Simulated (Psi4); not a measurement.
**SiN2H5 (SMILES N[SiH]N) at UMP2/def2-SVPD**

Aim: the vertical electron affinity of SiN2H5 at UMP2/def2-SVPD, from 2 runs. 

Program for the calculation: Psi4 1.11.

### Step 1. The molecule

SiN2H5: 8 atoms, total charge 0, spin state doublet. As SMILES, `N[SiH]N`. The coordinates come from a PBE0-D4/def2-TZVP relaxation. This is one conformer, not always the lowest.

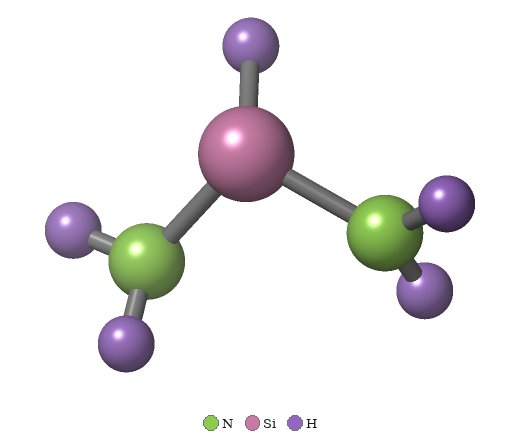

Viewed from a chosen angle; nitrogen green, silicon pink, hydrogen purple.

### Step 2. The energy at UMP2/def2-SVPD

File job.in:

```
memory 2200 MB

molecule {
  0 2
  N     -1.027000     0.622100    -0.768300
  Si     0.527700     0.579900    -0.050700
  N      0.789500    -1.052600     0.425100
  H     -1.817900     0.144500    -0.364600
  H     -1.296600     1.349400    -1.406800
  H      0.716400     1.354100     1.225100
  H      0.730800    -1.794000    -0.255200
  H      1.468900    -1.260500     1.139500
  symmetry c1
  no_reorient
  no_com
}

set globals {
  reference uhf
  puream true
  e_convergence 1e-09
  d_convergence 1e-08
  scf_type pk
  num_frozen_docc 7
  mp2_type conv
  maxiter 100
}

e, wfn = energy('mp2/def2-SVPD', return_wfn=True)
print_variables()
```

Command:

```
$ psi4 job.in job.out -n 1
```

job.out:

```text
[...]
  Running in c1 symmetry.
[...]
  Nuclear repulsion =  111.028710907775093
[...]
  Multiplicity = 2
[...]
  Nalpha       = 17
  Nbeta        = 16
[...]
    Number of basis functions: 104
[...]
   @UHF iter   1:  -400.44015895357063   -6.19296e-01   5.20418e-03 ADIIS/DIIS
[...]
   @UHF iter  14:  -400.59364242693601   -3.12639e-12   5.22372e-09 DIIS
[...]
   @S^2 Observed:                7.545164346E-01
[...]
    Orbital Energies [Eh]
    ---------------------
    Alpha Occupied:
       1A    -68.773770     2A    -15.541665     3A    -15.537906
       4A     -6.136671     5A     -4.252274     6A     -4.245044
       7A     -4.244135     8A     -1.138306     9A     -1.109065
      10A     -0.715395    11A     -0.666362    12A     -0.658266
      13A     -0.572020    14A     -0.518415    15A     -0.455864
      16A     -0.409754    17A     -0.296186
    Alpha Virtual:
      18A      0.096617    19A      0.117486    20A      0.141143
      21A      0.171273    22A      0.181387    23A      0.188340
      24A      0.208130    25A      0.221010    26A      0.234051
[...]
  @UHF Final Energy:  -400.59364242693601
   => Energetics <=
    Nuclear Repulsion Energy =            111.0287109077750927
    One-Electron Energy =                -773.1740493094885096
    Two-Electron Energy =                 261.5516959747773740
    Total Energy =                       -400.5936424269360145
  UHF NO Occupations:
  HONO-2 :   15  A 1.9995498
  HONO-1 :   16  A 1.9984694
[...]
 Multipole Moments:
 ------------------------------------------------------------------------------------
     Multipole            Electronic (a.u.)      Nuclear  (a.u.)        Total (a.u.)
 ------------------------------------------------------------------------------------
 L = 1.  Multiply by 2.5417464519 to convert [e a0] to [Debye]
 Dipole X            :        -10.6038342           10.4443273           -0.1595069
 Dipole Y            :         -9.5216726            9.2570124           -0.2646602
 Dipole Z            :          5.1464896           -5.2424782           -0.0959887
 Magnitude           :                                                    0.3235758
[...]
	SCS-MP2 Total Energy (a.u.)        :  -401.04293517384082
	SOS-MP2 Total Energy (a.u.)        :  -401.04062018766024
	SCSN-MP2 Total Energy (a.u.)       :  -400.78740729063287
[...]
	SOS-PI-MP2 Total Energy (a.u.)     :  -401.07500309233131
[...]
	MP2 Total Energy (a.u.)            :  -401.04756514620198
[...]
```

Wall time 9.3 s (1 thread of AMD EPYC 7R43 (Zen 3), shared host); peak memory 0.66 GiB.

### Step 3. The singlet anion, same level

File input.dat:

```
memory 2200 mb

molecule m {
  -1 1
  N
  Si 1 R2
  N 2 R3 1 A3
  H 1 R4 2 A4 3 D4
  H 1 R5 4 A5 2 D5
  H 2 R6 1 A6 5 D6
  H 3 R7 2 A7 6 D7
  H 3 R8 7 A8 2 D8

  R2 = 1.712841
  R3 = 1.72046
  A3 = 106.10273
  R4 = 1.008265
  A4 = 122.17987
  D4 = 43.63343
  R5 = 1.004655
  A5 = 112.76056
  D5 = -160.06737
  R6 = 1.504214
  A6 = 117.1628
  D6 = 86.90597
  R7 = 1.007932
  A7 = 120.16142
  D7 = -179.4117
  R8 = 1.007558
  A8 = 111.47268
  D8 = -147.47527
  units angstrom
  symmetry c1
}

set basis def2-SVPD
set reference rhf
set puream true
set e_convergence 1e-09
set d_convergence 1e-08
set scf_type pk
set num_frozen_docc 7
set mp2_type conv

energy('mp2')
```

Command:

```
$ psi4 -n 1 input.dat output.dat
```

output.dat:

```text
[...]
  Running in c1 symmetry.
[...]
  Nuclear repulsion =  111.028692667126492
[...]
  Multiplicity = 1
[...]
  Nalpha       = 17
  Nbeta        = 17
[...]
    Number of basis functions: 104
[...]
   @RHF iter   1:  -400.31917476214994   -4.98313e-01   6.00473e-03 DIIS/ADIIS
[...]
   @RHF iter  13:  -400.54217302667126   -2.76827e-11   7.15884e-09 DIIS
[...]
    Orbital Energies [Eh]
    ---------------------
    Doubly Occupied:
       1A    -68.517522     2A    -15.341838     3A    -15.340849
       4A     -5.880776     5A     -3.991915     6A     -3.991130
       7A     -3.989653     8A     -0.938510     9A     -0.912210
      10A     -0.497809    11A     -0.472101    12A     -0.461999
      13A     -0.368604    14A     -0.293993    15A     -0.242154
      16A     -0.208779    17A      0.011498
[...]
  @RHF Final Energy:  -400.54217302667126
   => Energetics <=
    Nuclear Repulsion Energy =            111.0286926671264922
    One-Electron Energy =                -780.2650433104063268
    Two-Electron Energy =                 268.6941776166085560
    Total Energy =                       -400.5421730266712643
[...]
 Multipole Moments:
 ------------------------------------------------------------------------------------
     Multipole            Electronic (a.u.)      Nuclear  (a.u.)        Total (a.u.)
 ------------------------------------------------------------------------------------
 L = 1.  Multiply by 2.5417464519 to convert [e a0] to [Debye]
 Dipole X            :          0.2839592           -0.9253270           -0.6413677
 Dipole Y            :         -0.4432011           -1.1673223           -1.6105235
 Dipole Z            :         -0.3184395           -0.5978547           -0.9162941
 Magnitude           :                                                    1.9607992
[...]
	SCS-MP2 Total Energy (a.u.)        :  -401.02546663671751
	SOS-MP2 Total Energy (a.u.)        :  -400.98624211996423
	SCSN-MP2 Total Energy (a.u.)       :  -400.74927847512851
[...]
	SOS-PI-MP2 Total Energy (a.u.)     :  -401.06025363551305
[...]
	MP2 Total Energy (a.u.)            :  -401.02990415467514
[...]
```

Run time: 7.5 s. Hardware: 1 thread of AMD EPYC 7R43 (Zen 3), shared host; peak memory 0.65 GiB.

### Step 4. Results

Level: UMP2/def2-SVPD, 7 core orbitals frozen.

```
                                                                  quantity          value
                                              doublet SiN2H5: total energy  -401.04757 Eh
doublet SiN2H5: HOMO energy (Hartree–Fock orbitals) (highest over α and β)       -8.06 eV
 doublet SiN2H5: LUMO energy (Hartree–Fock orbitals) (lowest over α and β)        1.92 eV
               doublet SiN2H5: correlation energy (7 core orbitals frozen)     -453.9 mEh
                         doublet SiN2H5: ⟨S²⟩ of the reference determinant          0.755
                                               singlet anion: total energy  -401.02990 Eh
                        singlet anion: HOMO energy (Hartree–Fock orbitals)        0.31 eV
                        singlet anion: LUMO energy (Hartree–Fock orbitals)        6.94 eV
      singlet anion: HOMO–LUMO gap (to an unbound level, set by the basis)        6.62 eV
                singlet anion: correlation energy (7 core orbitals frozen)     -487.7 mEh
                         vertical electron affinity (to the singlet anion)      -0.481 eV
```

What this shows: The anion lies 0.48 eV (11.1 kcal/mol) above the neutral: the electron isn't bound at this level, and such a value depends on the basis. The HOMO (singlet anion) lies at positive energy, 0.31 eV: the electron is unbound at this level or held by a compact basis; values depend on the basis.
